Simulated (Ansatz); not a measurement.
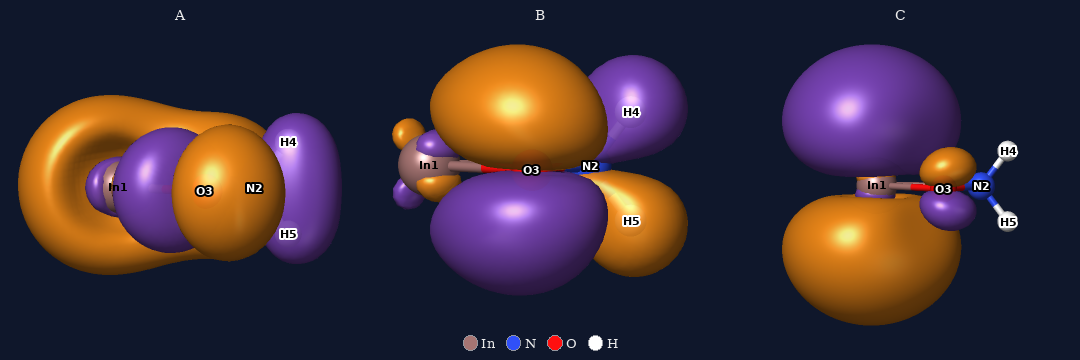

Figure. H2InNO. Three frontier orbitals at ±0.06 Å⁻³ᐟ² (orange and purple are the two phases), in no order.

Geometry: r2SCAN-D4/def2-SVP; core potentials replace the inner electrons of In.

Method: isolated molecule in a Gaussian basis; Kohn-Sham density functional theory, functional PBE0 in Ansatz.

The calculation's input:

```
crystal:
  periodic: [false, false, false]
  atoms:
    - {symbol: In, position_ang: [2.011674, 1.466928, -0.873449]}
    - {symbol: N, position_ang: [0.349975, -0.306933, -1.109601]}
    - {symbol: O, position_ang: [-0.079507, 1.053002, -0.971166]}
    - {symbol: H, position_ang: [-0.081424, -0.853734, -0.356799]}
    - {symbol: H, position_ang: [-0.040743, -0.675310, -1.983356]}
basis:
  gaussian: {orbitals: def2-TZVPD}
hamiltonian: {xc: pbe0}
output: {forces: true, orbitals: {seedname: orbitals}}
```

Launched as:

```sh
ansatz run input.yaml --threads 1 --pin off --max-ram 2610MiB --events-out events.jsonl --progress --plain --runs-dir runs
```

Which picture is the HOMO−1, the HOMO and the LUMO?

B is the HOMO−1 (−7.20 eV). By Hirshfeld shares it lies mainly on O3 (about 75 %) and N2 (about 10 %); largely a lone pair of O3. A is the HOMO (−6.20 eV). Its weight (Hirshfeld) is mainly on O3 (about 50 %), In1 (about 25 %) and N2 (about 20 %). C is the LUMO (−1.26 eV). It lies mainly on In1 (about 95 %).

What is the HOMO–LUMO gap?

4.94 eV between the orbital energies.
